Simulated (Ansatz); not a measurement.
Start from ZnO in the wurtzite structure (space group P6_3mc, No. 186; a = 3.279 Å, c = 5.294 Å). Axes: x lies along a and z along c of the hexagonal cell.

One thing is altered: the cell is compressed by 1.80 % along z with no lateral relaxation; the atoms relax in the strained cell.

Calculations: PBE (Ansatz, a program for electronic structure; PAW; 420 eV plane waves; spin-orbit coupling left out).

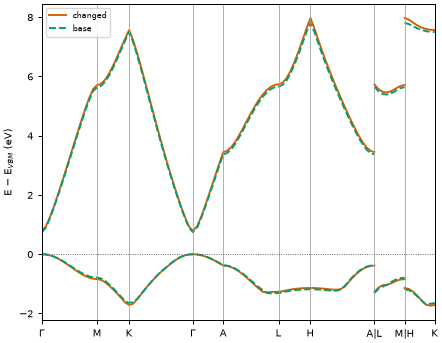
Figure: Highest valence and lowest conduction band along the path, each from its own valence-band maximum

Task: Read the changed gap and its character from the plot.

Result: About 0.8 eV, direct at Γ.

Whether these cells are dynamically stable was not tested.
